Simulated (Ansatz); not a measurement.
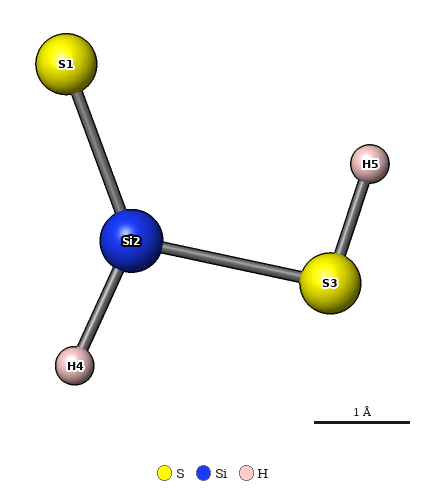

**Figure 1.** The starting structure (ball-and-stick view, seen at a tilt; atoms are numbered from 1 in the order of the input). Bond lengths as drawn: H–S 1.32 Å, H–Si 1.44 Å and S–Si 1.98 to 2.14 Å.

# SiH₂S₂: molecular dynamics (part 1 of 2)

System: SiH₂S₂, SMILES S=[SiH]S.
Method: RKS SPW92 (LDA)/def2-SVP (Ansatz 0.2.0).

Figures and captions count atoms from 1; the log counts them from 0 in places.

## The input
```yaml
crystal:
  periodic: [false, false, false]
  atoms:
    - {symbol: S, position_ang: [-1.870720, 0.683330, 0.821660]}
    - {symbol: Si, position_ang: [-0.544860, -0.353990, -0.226820]}
    - {symbol: S, position_ang: [1.553670, 0.062810, -0.149950]}
    - {symbol: H, position_ang: [-0.607910, -1.458210, -1.154880]}
    - {symbol: H, position_ang: [1.469810, 1.066070, 0.709980]}
basis:
  gaussian: {orbitals: def2-SVP}
hamiltonian: {xc: lda}
md: {n_steps: 40, timestep: 0.5, temperature: 1500, ensemble: nvt_langevin, seed: 866, friction: 0.01, initial_velocities: maxwell_boltzmann}
```

Hardware: 2 threads of AMD EPYC, 180 GiB of memory available, shared host.

Launch command:
```bash
ansatz run in.yaml --threads 2 --pin off --events-out ev --progress --plain --max-ram 3481MiB
```

## Output
```
Functional definition: SPW92
  name "SPW92"
  cite "Dirac, Proc. Camb. Phil. Soc. 26, 376 (1930) doi:10.1017/S0305004100016108"
  cite "Slater, Phys. Rev. 81, 385 (1951) doi:10.1103/PhysRev.81.385"
  cite "Perdew & Wang, Phys. Rev. B 45, 13244 (1992) doi:10.1103/PhysRevB.45.13244"
  exchange = slater_x
  correlation = pw_c
722 factors; their error is unknown
mean field evaluation 1: about -29464.7430 eV, gradient 2.1e1 eV
mean field evaluation 2: about -29456.5404 eV, gradient 5.2e1 eV
mean field evaluation 4: about -29466.1868 eV, gradient 3.3e0 eV
mean field evaluation 8: about -29466.1606 eV, gradient 1.2e-1 eV
mean field -29466.16068548 eV, -1082.8614323104 hartree, gradient 3.9e-5 eV, S^2 0.000000; 0 other end points of the search recorded, 0 dependent functions left out
the calculation of the forces begins
reference -29466.16070923 eV, -1082.8614331832 hartree; 24, 24 occupied and 40, 40 virtual orbitals, 722 factors
md step     0: t =     0.00 fs  T =  1200.0 K  F+E_penalty+E_count = -29466.16068548 eV  E_kin = 0.775560 eV  (24 SCF iters)
these checks for a lower state are left out or cut short: starts, cluster_reference, orbital_swaps, neighbouring_geometries, increment
722 factors; their error is unknown
mean field evaluation 16: about -29466.1734 eV, gradient 1.4e0 eV
mean field -29466.11383923 eV, -1082.8597107423 hartree, gradient 2.2e-5 eV, S^2 0.000000; 0 other end points of the search recorded, 0 dependent functions left out
the calculation of the forces begins
reference -29466.11386287 eV, -1082.8597116111 hartree; 24, 24 occupied and 40, 40 virtual orbitals, 722 factors
md step     1: t =     0.50 fs  T =  1176.9 K  F+E_penalty+E_count = -29466.11383923 eV  E_kin = 0.760649 eV  (27 SCF iters)
[... from here on the SCF iterations and repeated set-up lines of each step are left out, up to the last step ...]
md step     2: t =     1.00 fs  T =  1070.0 K  F+E_penalty+E_count = -29466.05020512 eV  E_kin = 0.691554 eV  (27 SCF iters)
md step     3: t =     1.50 fs  T =  1098.6 K  F+E_penalty+E_count = -29465.98569173 eV  E_kin = 0.710025 eV  (27 SCF iters)
md step     4: t =     2.00 fs  T =  1057.9 K  F+E_penalty+E_count = -29465.93194779 eV  E_kin = 0.683731 eV  (27 SCF iters)
md step     5: t =     2.50 fs  T =  1018.3 K  F+E_penalty+E_count = -29465.90575614 eV  E_kin = 0.658115 eV  (27 SCF iters)
md step     6: t =     3.00 fs  T =   950.2 K  F+E_penalty+E_count = -29465.92001680 eV  E_kin = 0.614107 eV  (26 SCF iters)
md step     7: t =     3.50 fs  T =   983.1 K  F+E_penalty+E_count = -29465.96706123 eV  E_kin = 0.635360 eV  (27 SCF iters)
md step     8: t =     4.00 fs  T =  1064.8 K  F+E_penalty+E_count = -29466.02851746 eV  E_kin = 0.688176 eV  (28 SCF iters)
md step     9: t =     4.50 fs  T =  1174.5 K  F+E_penalty+E_count = -29466.08383259 eV  E_kin = 0.759059 eV  (28 SCF iters)
md step    10: t =     5.00 fs  T =  1292.3 K  F+E_penalty+E_count = -29466.11802420 eV  E_kin = 0.835230 eV  (28 SCF iters)
md step    11: t =     5.50 fs  T =  1457.8 K  F+E_penalty+E_count = -29466.12754928 eV  E_kin = 0.942176 eV  (28 SCF iters)
md step    12: t =     6.00 fs  T =  1502.2 K  F+E_penalty+E_count = -29466.11025730 eV  E_kin = 0.970889 eV  (28 SCF iters)
md step    13: t =     6.50 fs  T =  1518.0 K  F+E_penalty+E_count = -29466.06965270 eV  E_kin = 0.981082 eV  (28 SCF iters)
md step    14: t =     7.00 fs  T =  1515.2 K  F+E_penalty+E_count = -29466.01425141 eV  E_kin = 0.979275 eV  (28 SCF iters)
md step    15: t =     7.50 fs  T =  1280.0 K  F+E_penalty+E_count = -29465.95686828 eV  E_kin = 0.827238 eV  (28 SCF iters)
md step    16: t =     8.00 fs  T =  1100.7 K  F+E_penalty+E_count = -29465.90407031 eV  E_kin = 0.711403 eV  (28 SCF iters)
md step    17: t =     8.50 fs  T =  1034.9 K  F+E_penalty+E_count = -29465.85420053 eV  E_kin = 0.668854 eV  (26 SCF iters)
md step    18: t =     9.00 fs  T =   897.9 K  F+E_penalty+E_count = -29465.80778641 eV  E_kin = 0.580325 eV  (28 SCF iters)
md step    19: t =     9.50 fs  T =   726.7 K  F+E_penalty+E_count = -29465.76772172 eV  E_kin = 0.469635 eV  (28 SCF iters)
md step    20: t =    10.00 fs  T =   595.8 K  F+E_penalty+E_count = -29465.73704158 eV  E_kin = 0.385080 eV  (28 SCF iters)
md step    21: t =    10.50 fs  T =   635.6 K  F+E_penalty+E_count = -29465.71920674 eV  E_kin = 0.410788 eV  (28 SCF iters)
md step    22: t =    11.00 fs  T =   701.4 K  F+E_penalty+E_count = -29465.71480599 eV  E_kin = 0.453337 eV  (28 SCF iters)
md step    23: t =    11.50 fs  T =   727.0 K  F+E_penalty+E_count = -29465.72322674 eV  E_kin = 0.469867 eV  (28 SCF iters)
md step    24: t =    12.00 fs  T =   755.5 K  F+E_penalty+E_count = -29465.74692247 eV  E_kin = 0.488259 eV  (28 SCF iters)
md step    25: t =    12.50 fs  T =   827.4 K  F+E_penalty+E_count = -29465.78405221 eV  E_kin = 0.534734 eV  (28 SCF iters)
md step    26: t =    13.00 fs  T =   959.0 K  F+E_penalty+E_count = -29465.82829153 eV  E_kin = 0.619788 eV  (28 SCF iters)
md step    27: t =    13.50 fs  T =  1180.0 K  F+E_penalty+E_count = -29465.87351926 eV  E_kin = 0.762637 eV  (28 SCF iters)
md step    28: t =    14.00 fs  T =  1258.0 K  F+E_penalty+E_count = -29465.91313380 eV  E_kin = 0.813057 eV  (28 SCF iters)
md step    29: t =    14.50 fs  T =  1490.7 K  F+E_penalty+E_count = -29465.94217199 eV  E_kin = 0.963467 eV  (28 SCF iters)
md step    30: t =    15.00 fs  T =  1455.5 K  F+E_penalty+E_count = -29465.95020148 eV  E_kin = 0.940660 eV  (28 SCF iters)
md step    31: t =    15.50 fs  T =  1414.9 K  F+E_penalty+E_count = -29465.92829979 eV  E_kin = 0.914421 eV  (28 SCF iters)
md step    32: t =    16.00 fs  T =  1359.0 K  F+E_penalty+E_count = -29465.87456221 eV  E_kin = 0.878302 eV  (28 SCF iters)
md step    33: t =    16.50 fs  T =  1123.4 K  F+E_penalty+E_count = -29465.79728322 eV  E_kin = 0.726031 eV  (29 SCF iters)
md step    34: t =    17.00 fs  T =   962.6 K  F+E_penalty+E_count = -29465.71727696 eV  E_kin = 0.622114 eV  (29 SCF iters)
md step    35: t =    17.50 fs  T =   888.8 K  F+E_penalty+E_count = -29465.65083777 eV  E_kin = 0.574443 eV  (29 SCF iters)
md step    36: t =    18.00 fs  T =   772.1 K  F+E_penalty+E_count = -29465.61826756 eV  E_kin = 0.499014 eV  (27 SCF iters)
md step    37: t =    18.50 fs  T =   830.2 K  F+E_penalty+E_count = -29465.64398462 eV  E_kin = 0.536559 eV  (29 SCF iters)
md step    38: t =    19.00 fs  T =   949.5 K  F+E_penalty+E_count = -29465.71646110 eV  E_kin = 0.613673 eV  (29 SCF iters)
md step    39: t =    19.50 fs  T =  1237.4 K  F+E_penalty+E_count = -29465.80765332 eV  E_kin = 0.799721 eV  (29 SCF iters)
these checks for a lower state are left out or cut short: starts, cluster_reference, orbital_swaps, neighbouring_geometries, increment
722 factors; their error is unknown
mean field -29465.88480710 eV, -1082.8512939670 hartree, gradient 1.8e-5 eV, S^2 0.000000; 0 other end points of the search recorded, 0 dependent functions left out
the calculation of the forces begins
reference -29465.88482963 eV, -1082.8512947946 hartree; 24, 24 occupied and 40, 40 virtual orbitals, 722 factors
722 factors; their error is unknown
mean field -29465.88480710 eV, -1082.8512939670 hartree, gradient 1.7e-5 eV, S^2 0.000000; 1 other end points of the search recorded, 0 dependent functions left out
the calculation of the forces begins
reference -29465.88482962 eV, -1082.8512947946 hartree; 24, 24 occupied and 40, 40 virtual orbitals, 722 factors
md step    40: t =    20.00 fs  T =  1410.3 K  F+E_penalty+E_count = -29465.88480710 eV  E_kin = 0.911490 eV  (26 SCF iters)
```

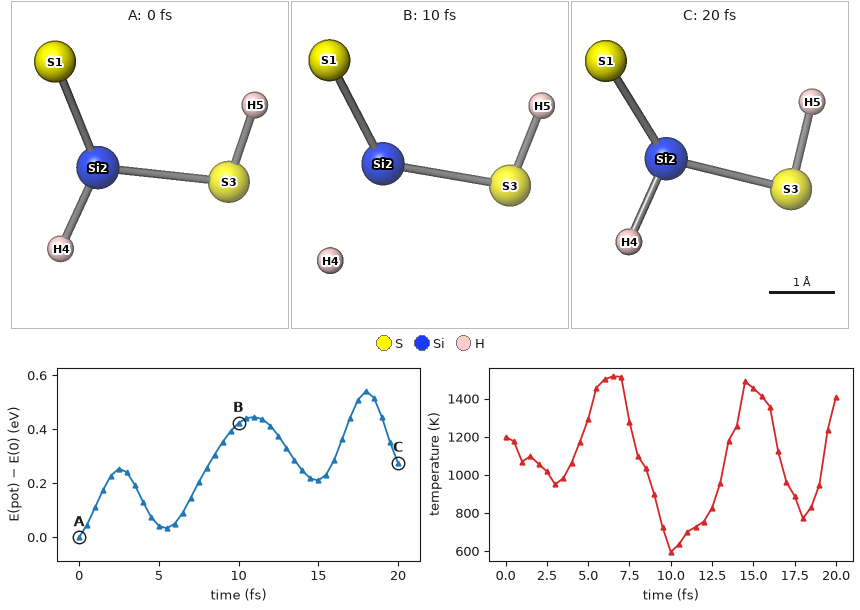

**Figure 2.** Frames of the molecular dynamics (ball-and-stick, seen at a tilt) above the curves, on which the letters mark them. The trajectory kept here has 41 frames over 20 fs. The temperature starts at 1200 K, ranges from 596 to 1518 K and averages 1025 K over the second half. The potential energy ends 0.276 eV above its first value. After an unweighted best fit of the last frame on the first, the root-mean-square displacement is 0.18 Å.

```
Total energy: -29465.88482962 eV, -1082.8512947946 hartree
Atom 0 at    -2.042243     0.594873     0.897116 Å, force     1.631016    -0.141430    -0.968519 eV/Å
Atom 1 at    -0.472301    -0.161850    -0.148863 Å, force    -1.695455     0.719554     1.756281 eV/Å
Atom 2 at     1.613371     0.024055    -0.162992 Å, force    -0.180478     1.354152     0.641143 eV/Å
Atom 3 at    -0.656420    -1.478171    -0.673277 Å, force    -0.167506    -1.257956    -0.948473 eV/Å
Atom 4 at     1.450524     1.196473     0.608076 Å, force     0.412423    -0.674319    -0.480432 eV/Å
Dipole moment:     0.489275    -0.007656    -0.178901 e Å
```

## Trajectory as extended XYZ (Å, eV, eV/Å), 36 of the 41 frames kept, from step=0 to step=40
```
5
Properties=species:S:1:pos:R:3:forces:R:3 step=0 time_fs=0.0 energy=-29466.16068 temperature=1200.0
S    -1.8707    0.6833    0.8217    0.3557  -0.5760  -0.5301
Si   -0.5449   -0.3540   -0.2268    0.3587   1.6874   1.3730
S     1.5537    0.0628   -0.1499   -0.1999  -1.0962  -0.8990
H    -0.6079   -1.4582   -1.1549   -0.2740  -0.8731  -0.7015
H     1.4698    1.0661    0.7100   -0.2404   0.8579   0.7575
5
Properties=species:S:1:pos:R:3:forces:R:3 step=1 time_fs=0.5 energy=-29466.11384 temperature=1176.9
S    -1.8745    0.6825    0.8240    0.4284  -0.6043  -0.5854
Si   -0.5431   -0.3518   -0.2274    0.3137   2.3355   1.9450
S     1.5554    0.0613   -0.1526   -0.1980  -0.9724  -0.8004
H    -0.6126   -1.4493   -1.1094   -0.3064  -1.4944  -1.2011
H     1.4831    1.0735    0.7064   -0.2378   0.7356   0.6418
5
Properties=species:S:1:pos:R:3:forces:R:3 step=2 time_fs=1.0 energy=-29466.05020 temperature=1070.0
S    -1.8784    0.6815    0.8261    0.4901  -0.6222  -0.6303
Si   -0.5413   -0.3493   -0.2276    0.2787   2.9945   2.4818
S     1.5568    0.0598   -0.1552   -0.1876  -0.8055  -0.6679
H    -0.6190   -1.4419   -1.0672   -0.3417  -2.1310  -1.6713
H     1.4997    1.0827    0.7046   -0.2395   0.5642   0.4877
5
Properties=species:S:1:pos:R:3:forces:R:3 step=3 time_fs=1.5 energy=-29465.98569 temperature=1098.6
S    -1.8823    0.6805    0.8280    0.5527  -0.6373  -0.6754
Si   -0.5394   -0.3467   -0.2279    0.2349   3.5614   2.9088
S     1.5580    0.0582   -0.1578   -0.1641  -0.6310  -0.5325
H    -0.6277   -1.4408   -1.0280   -0.3731  -2.6725  -2.0256
H     1.5187    1.0926    0.7030   -0.2504   0.3794   0.3248
5
Properties=species:S:1:pos:R:3:forces:R:3 step=5 time_fs=2.5 energy=-29465.90576 temperature=1018.3
S    -1.8910    0.6786    0.8323    0.6925  -0.6635  -0.7704
Si   -0.5347   -0.3400   -0.2288    0.0870   4.1873   3.3237
S     1.5600    0.0541   -0.1625   -0.0850  -0.2492  -0.2458
H    -0.6506   -1.4534   -0.9630   -0.4107  -3.2559  -2.2939
H     1.5518    1.1154    0.6984   -0.2838  -0.0188  -0.0136
5
Properties=species:S:1:pos:R:3:forces:R:3 step=6 time_fs=3.0 energy=-29465.92002 temperature=950.2
S    -1.8952    0.6778    0.8347    0.7599  -0.6694  -0.8104
Si   -0.5320   -0.3362   -0.2285   -0.0304   4.0628   3.2307
S     1.5611    0.0521   -0.1649   -0.0377  -0.0649  -0.1111
H    -0.6660   -1.4690   -0.9406   -0.3889  -3.1181  -2.1391
H     1.5650    1.1266    0.6965   -0.3029  -0.2103  -0.1701
5
Properties=species:S:1:pos:R:3:forces:R:3 step=7 time_fs=3.5 energy=-29465.96706 temperature=983.1
S    -1.8994    0.6768    0.8370    0.8194  -0.6689  -0.8413
Si   -0.5295   -0.3323   -0.2277   -0.1708   3.6495   2.9690
S     1.5627    0.0502   -0.1674   -0.0024   0.0778  -0.0083
H    -0.6823   -1.4911   -0.9251   -0.3267  -2.6995  -1.8302
H     1.5760    1.1356    0.6939   -0.3195  -0.3590  -0.2892
5
Properties=species:S:1:pos:R:3:forces:R:3 step=8 time_fs=4.0 energy=-29466.02852 temperature=1064.8
S    -1.9037    0.6758    0.8395    0.8718  -0.6621  -0.8648
Si   -0.5275   -0.3279   -0.2266   -0.3357   3.0397   2.6121
S     1.5643    0.0482   -0.1699    0.0235   0.1783   0.0621
H    -0.6999   -1.5183   -0.9151   -0.2290  -2.0943  -1.4385
H     1.5841    1.1417    0.6910   -0.3306  -0.4617  -0.3709
5
Properties=species:S:1:pos:R:3:forces:R:3 step=9 time_fs=4.5 energy=-29466.08383 temperature=1174.5
S    -1.9080    0.6750    0.8421    0.9272  -0.6563  -0.8883
Si   -0.5251   -0.3230   -0.2252   -0.5366   2.3452   2.2347
S     1.5658    0.0461   -0.1722    0.0529   0.2528   0.1132
H    -0.7182   -1.5487   -0.9093   -0.1061  -1.4081  -1.0304
H     1.5903    1.1450    0.6890   -0.3375  -0.5336  -0.4291
5
Properties=species:S:1:pos:R:3:forces:R:3 step=10 time_fs=5.0 energy=-29466.11802 temperature=1292.3
S    -1.9126    0.6739    0.8448    0.9863  -0.6515  -0.9123
Si   -0.5219   -0.3174   -0.2234   -0.7661   1.6604   1.8884
S     1.5673    0.0440   -0.1741    0.0943   0.3255   0.1633
H    -0.7358   -1.5804   -0.9059    0.0283  -0.7351  -0.6560
H     1.5964    1.1471    0.6887   -0.3428  -0.5993  -0.4834
```
